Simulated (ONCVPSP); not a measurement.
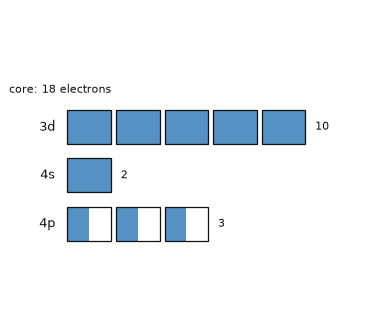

Figure 1. The valence shells of the reference configuration: a box for each of the 2l + 1 orbitals, shaded by the share of the shell that is filled, with the electron count at the right.

**Br: pseudopotential generation**

System: bromine (Br, Z = 35), core [Ar], reference valence 3d10 4s2 4p3 (an ion of charge +2), valence charge 17.
Method: ONCV potential, LDA (Perdew-Zunger), scalar-relativistic, made with ONCVPSP 4.0.1.

Results in brief:

- outcome: generated, with a ghost state
- cutoffs needed: 435 Ha and 994 Ha (the cutoffs at which the residual kinetic energy of the hardest occupied pseudo-wave falls to 1 and 0.1 mHa per electron)
- ghost test: GHOST(-) flagged for s at -1234.3 eV, p at -20401.8 eV, p at -164.8 eV; GHOST(+) flagged for s at -33.8 eV (flags above 300 eV left out)
- configuration tests: 2 of 4 tests not solved
- largest excitation error among the tests solved: +35 meV (all-electron minus pseudo) for 3d10 4s2 4p5
- clearest signs, in the scattering phases, of states that the all-electron atom lacks: s near −1.2 Ha
- range over which the phases arctan(r R′/R) at the test radius agree within 0.05 rad (a looser test near the poles than one of phase shifts): s: between about -2.3 and -1.4 Ha; p: over the whole range computed; d: over the whole range computed; f: not judged, local potential alone
- hardware: 1 CPU thread, shared host
- wall time: 1.8 s

Remarks:

The potential has a bound ghost state, so it can't be used as it stands. Warnings of the program, in the generation or the tests: wellstate: negative energy specified for n= 5 l= 1; psatom: WARNING lschvkbb convergence error n,l,iter= 1 0 11.

The input:
```
# ATOM AND REFERENCE CONFIGURATION
# atsym  z   nc   nv     iexc    psfile
  Br 35.00    5    3        3      upf
#
#   n    l    f
    1    0    2.00
    2    0    2.00
    2    1    6.00
    3    0    2.00
    3    1    6.00
    3    2   10.00
    4    0    2.00
    4    1    3.00
#
# PSEUDOPOTENTIAL AND OPTIMIZATION
# lmax
    2
#
#   l,   rc,      ep,       ncon, nbas, qcut
    0    1.20    0.00    4    7    5.60
    1    1.20    0.00    4    9    7.50
    2    0.55    0.00    4    9   20.90
#
# LOCAL POTENTIAL
# lloc, lpopt,  rc(5),   dvloc0
    2    5    0.55    0.00
#
# VANDERBILT-KLEINMAN-BYLANDER PROJECTORs
# l, nproj, debl
    0    1    1.00
    1    2    0.60
    2    0    0.70
#
# MODEL CORE CHARGE
# icmod, fcfact, rcfact
    0    0.00    0.00
#
# LOG DERIVATIVE ANALYSIS
# epsh1, epsh2, depsh
   -5.00    5.00    0.04
#
# OUTPUT GRID
# rlmax, drl
    6.00    0.01
#
# TEST CONFIGURATIONS
# ncnf
    4
# nvcnf
#   n    l    f
    3
    3    2   10.00
    4    0    2.00
    4    1    5.00
#
    3
    3    2   10.00
    4    0    2.00
    4    1    4.00
#
    3
    3    2   10.00
    4    0    2.00
    4    1    2.00
#
    3
    3    2    9.00
    4    0    2.00
    4    1    6.00
#
```

Launched with:
```bash
oncvpsp.x < Br.dat > Br.out
```

Log (extracts):
```
ONCVPSP  (Optimized Norm-Conservinng Vanderbilt PSeudopotential)
scalar-relativistic version 4.0.1

#   n    l    f        energy (Ha)
    1    0    2.00    -4.8952116E+02
    2    0    2.00    -6.4490510E+01
    2    1    6.00    -5.7043161E+01
    3    0    2.00    -9.6038392E+00
    3    1    6.00    -7.2520279E+00
    3    2   10.00    -3.3470017E+00
    4    0    2.00    -1.5459802E+00
    4    1    3.00    -1.0448426E+00

Reference configufation results
  iterations    19
  all-electron total energy (Ha)   -2.60180349D+03

Begin loop to  construct optimized pseudo wave functions
and semi-local pseudopoentials for all angular momenta

Calculating optimized projector #   1

 for l=   0

    Fraction of norm inside rc  0.238642
    Optimizing pswf for qcut=   5.60 a_B^-1,  ecut=  15.68 Ha
    Residual kinetic energy error=  4.00D-03 Ha

    Energy error per electron        Cutoff
         Ha          eV             Ha
         0.01000     0.27211        9.56
         0.00100     0.02721       69.71
         0.00010     0.00272       88.43
         0.00001     0.00027      131.28

WARNING wellstate: negative energy specified for n= 5 l=  1
WARNING scattering state with energy  0.25000000
WARNING will be used for the first projector

   Wellstate for l =  1  n =  5
     eigenvalue =   0.2500
     asymptotic potential =   0.7500
     half-point radius =  2.6654

Calculating optimized projector #   1

 for l=   1

    Fraction of norm inside rc  0.146147
    Optimizing pswf for qcut=   7.51 a_B^-1,  ecut=  28.23 Ha
    Residual kinetic energy error=  2.05D-03 Ha

    Energy error per electron        Cutoff
         Ha          eV             Ha
         0.01000     0.27211        8.81
         0.00100     0.02721       66.98
         0.00010     0.00272      183.84
         0.00001     0.00027      243.72

Calculating optimized projector #   2

 for l=   1

    Fraction of norm inside rc  0.058588
    Optimizing pswf for qcut=   7.51 a_B^-1,  ecut=  28.23 Ha
    Residual kinetic energy error=  1.01D-03 Ha

    Energy error per electron        Cutoff
         Ha          eV             Ha
         0.01000     0.27211       10.18
         0.00100     0.02721       28.32
         0.00010     0.00272      222.33
         0.00001     0.00027      258.62

Calculating optimized projector #   1

 for l=   2

    Fraction of norm inside rc  0.528926
    Optimizing pswf for qcut=  20.90 a_B^-1,  ecut= 218.32 Ha
    Residual kinetic energy error=  3.03D-03 Ha

    Energy error per electron        Cutoff
         Ha          eV             Ha
         0.01000     0.27211      196.64
         0.00100     0.02721      435.47
         0.00010     0.00272      994.31
         0.00001     0.00027     1296.89

Construct Vanderbilt / Kleinmman-Bylander projectors

B matrix Hermiticity error, ll=   1
   1   2    7.4020E-05

  Orthonormal projector coefficients -8.0433E+02  9.4623E+00

Pseudoatom total energy -151.101781

Diagnostic tests using Vanderbilt-Kleinman-Bylander pseudopotentials
  1 or more projectors used as specified by nproj input data

   l    rcore       rmatch      e in        delta e   norm test  slope test

   0   1.2041301   1.2406901  -1.5459802  -0.0000005   1.0000062   0.9999789

   1   1.2041301   1.2406901  -1.0448426   0.0000172   1.0000718   1.0000571
   1   1.2041301   1.2406901   0.2500000   0.0000584   1.0002579   1.0002579

   2   0.5532685   0.5700669  -3.3470017   0.0000787   1.0000175   1.0000068

 Testing for bound ghosts
   n   l    E NL Schr. Eq   E Basis Diag.   E Cutoff

       0                      -45.359142     85.53  WARNING - GHOST(-)
   1   0       -1.545981       -1.531852     85.53

       1                     -749.752278    270.35  WARNING - GHOST(-)
       1                       -6.055866    270.35  WARNING - GHOST(-)
   2   1       -1.044825       -1.002831    270.35

 Testing for highly-localized positive-energy ghosts
       l    <radius>/rc     E Basis Diag.   E Cutoff

       0        0.409497       -1.243560     85.53  WARNING - GHOST(+)

       1        0.798611      127.682008    270.35  WARNING - GHOST(+)

Test configuration 0

   n   l     f        eae           eps        diff
   1   0  2.0000 -489.52115582
   2   0  2.0000  -64.49050973
   2   1  6.0000  -57.04316123
   3   0  2.0000   -9.60383916
   3   1  6.0000   -7.25202792
   3   2 10.0000   -3.34700166   -3.34692293    7.87D-05
   4   0  2.0000   -1.54598018   -1.54598069   -5.13D-07
   4   1  3.0000   -1.04484263   -1.04482547    1.72D-05

    Total energies and differences
      AE_ref= -2.60180349D+03  AE_tst= -2.60180349D+03  dif=  0.00D+00
      PS_ref= -1.51101781D+02  PS_tst= -1.51101781D+02  dif= -2.84D-14
      PSP excitation error=  2.84D-14

Test configuration 1

   n   l     f        eae           eps        diff
   1   0  2.0000 -488.61710195
   2   0  2.0000  -63.59668573
   2   1  6.0000  -56.14792646
   3   0  2.0000   -8.71683836
   3   1  6.0000   -6.36537054
   3   2 10.0000   -2.46224040   -2.47415477   -1.19D-02
   4   0  2.0000   -0.74680329   -0.74844885   -1.65D-03
   4   1  5.0000   -0.29425514   -0.29477848   -5.23D-04

    Total energies and differences
      AE_ref= -2.60180349D+03  AE_tst= -2.60311367D+03  dif= -1.31D+00
      PS_ref= -1.51101781D+02  PS_tst= -1.52413255D+02  dif= -1.31D+00
      PSP excitation error=  1.29D-03

Test configuration 2

   n   l     f        eae           eps        diff
   1   0  2.0000 -489.03526563
   2   0  2.0000  -64.01132544
   2   1  6.0000  -56.56306219
   3   0  2.0000   -9.12920121
   3   1  6.0000   -6.77762297
   3   2 10.0000   -2.87382600   -2.88246999   -8.64D-03
   4   0  2.0000   -1.12423298   -1.12555436   -1.32D-03
   4   1  4.0000   -0.64809506   -0.64876102   -6.66D-04

    Total energies and differences
      AE_ref= -2.60180349D+03  AE_tst= -2.60264664D+03  dif= -8.43D-01
      PS_ref= -1.51101781D+02  PS_tst= -1.51945517D+02  dif= -8.44D-01
      PSP excitation error=  5.77D-04

Test configuration 3

psatom: WARNING lschvkbb convergence error n,l,iter=   1   0  38
ea(ii),et,emin,emax -1.852703E+00 -1.862185E+00 -1.862185E+00 -1.862185E+00
run_config: WARNING for fully non-local PS atom, stg. 1
 WARNING no output for configuration 4

Test configuration 4

psatom: WARNING lschvkbb convergence error n,l,iter=   1   0  11
ea(ii),et,emin,emax -1.436483E+00 -1.425711E+00 -1.425711E+00 -1.425711E+00
run_config: WARNING for fully non-local PS atom, stg. 1
 WARNING no output for configuration 5
```

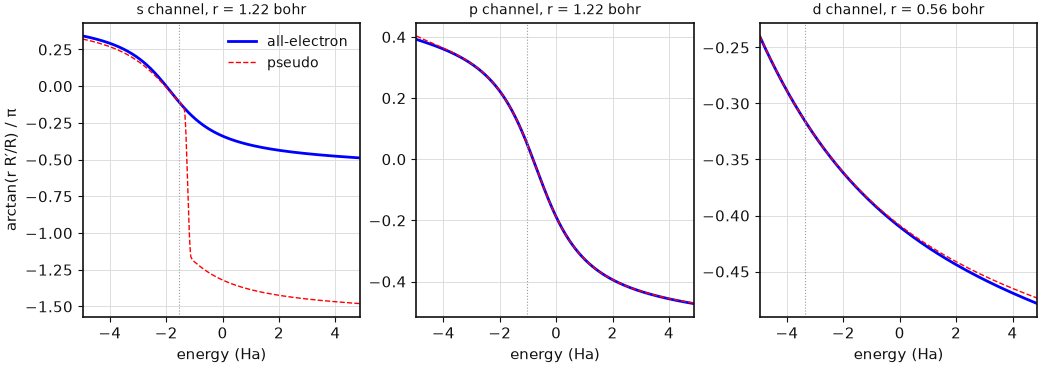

Figure 2. Unwrapped phase arctan(r R′/R) in units of π against energy, all-electron (solid) and pseudo (dashed); the pseudo phase is matched to the all-electron one at the reference energy. Here R(r) is the radial function. A near-vertical step is a level narrower than the spacing of the points behind the curves. The dotted line marks the reference energy of the channel. Not drawn: f: not judged.

- Ghost states: Going away from the reference energies, the phases part by more than π/2 in: s at about -1.2 Ha (above its reference energy, pseudo phase lower, at the flagged ghost). Such a step is either a state that only one of the two atoms has or an ordinary level shifted in energy. The separate test gives: GHOST(-) flagged for s at -1234.3 eV, p at -20401.8 eV, p at -164.8 eV; GHOST(+) flagged for s at -33.8 eV (flags above 300 eV left out). The bound ghosts lie below the range of the plot.
- Range over which the phases agree within 0.05 rad: s: between about -2.3 and -1.4 Ha; p: over the whole range drawn; d: over the whole range drawn.

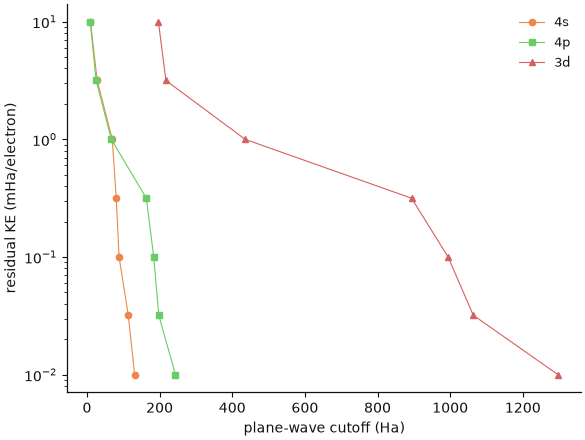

Figure 3. Residual kinetic energy of the pseudo-waves (the first of each channel, and further valence shells) beyond the plane-wave cutoff, as the generator prints it.

- Cutoffs for 1 mHa per electron: 3d: 435 Ha; 4s: 70 Ha; 4p: 67 Ha.
- Cutoffs for the occupied states: 435 Ha for 1 mHa and 994 Ha for 0.1 mHa per electron. The first is set by 3d.
- Hardest wave at 1 mHa per electron: 3d, with rc = 0.55 bohr and qcut = 20.9 1/bohr. The optimisation minimises, but can't always remove, the kinetic energy above qcut²/2 = 218.4 Ha, and a larger rc would as a rule soften the wave at some cost in transferability. The potential isn't sound: its ghost test gives GHOST(-) flagged for s at -1234.3 eV, p at -20401.8 eV, p at -164.8 eV; GHOST(+) flagged for s at -33.8 eV (flags above 300 eV left out).

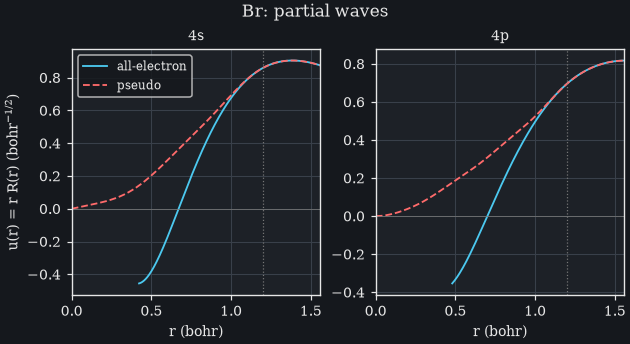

Figure 4. Partial waves u(r) = r R(r), all-electron (solid) and pseudo (dashed). Dotted lines mark the matching radii. The innermost oscillations of some all-electron curves aren't drawn. Pseudo-waves: 4s has no node; 4p has no node.

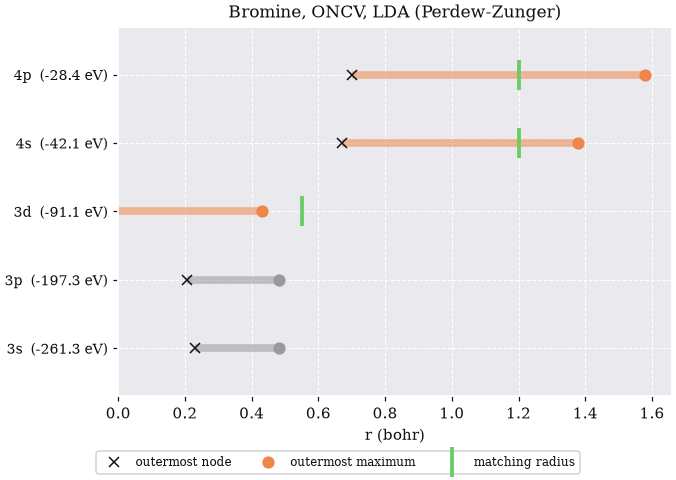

Figure 5. Outer shells of the all-electron reference atom: each bar runs from the outermost node (or the nucleus) to the outermost maximum of u(r); the tick is the radius chosen for the pseudo-wave. Shells without a tick have no pseudo-wave of their own. Levels, nodes and maxima are from ld1.x, scalar-relativistic.

- Radii against the shells: 3d: 0.55 bohr, outside the maximum; 4s: 1.20 bohr, between node and maximum; 4p: 1.20 bohr, between node and maximum.
